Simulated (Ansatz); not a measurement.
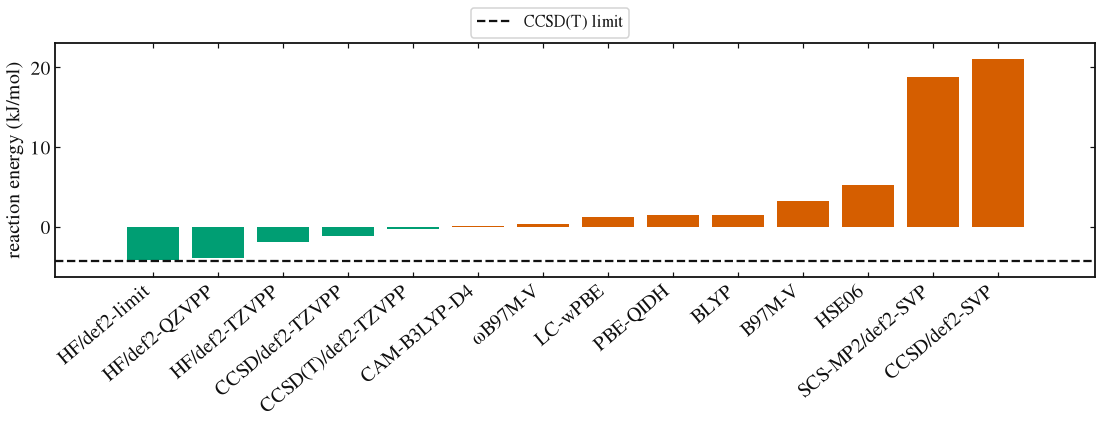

Electronic reaction energy of BSiH₄O₂F (O[SiH2]B(O)F) → BSiH₄O₂F (OB[SiH](O)F) (SMILES in brackets) at several levels (functionals in def2-TZVPP unless a basis is named), isolated molecules at PBE0-D4 triple-zeta geometries, minima by their frequencies, no zero-point or thermal terms, the Ansatz code. The line is frozen-core CCSD(T) at the basis limit (MP2 extrapolated from triple and quadruple zeta, plus CCSD(T) less MP2 in a smaller set). PBE-QIDH holds a correlation term that converges slowly with the basis, so part of the distance to the limit is basis error. No dispersion term is added to LC-wPBE, PBE-QIDH, BLYP and HSE06. The distance of CCSD/def2-TZVPP, CCSD(T)/def2-TZVPP, SCS-MP2/def2-SVP and CCSD/def2-SVP to the limit includes basis error. The limit lies 4.0 kJ/mol from CCSD(T)/def2-TZVPP, so the line itself is uncertain by a part of that.

Which level comes closest to the line (CCSD(T) limit), and which misses most?

Answer. Closest HF/def2-limit (−4.2 kJ/mol), against −4.3 kJ/mol; farthest CCSD/def2-SVP (21.1 kJ/mol).

Give the values.

Answer.
```csv
level,kJ/mol,less CCSD(T) limit
HF/def2-limit,−4.2,0.0
HF/def2-QZVPP,−4.0,0.3
HF/def2-TZVPP,−1.9,2.4
CCSD/def2-TZVPP,−1.2,3.1
CCSD(T)/def2-TZVPP,−0.3,4.0
CAM-B3LYP-D4,0.1,4.3
ωB97M-V,0.4,4.6
LC-wPBE,1.2,5.5
PBE-QIDH,1.5,5.7
BLYP,1.5,5.8
B97M-V,3.2,7.4
HSE06,5.3,9.6
SCS-MP2/def2-SVP,18.8,23.0
CCSD/def2-SVP,21.1,25.3
CCSD(T) limit,−4.3,0.0
```

Known limits of this run: one conformer of each flexible molecule.
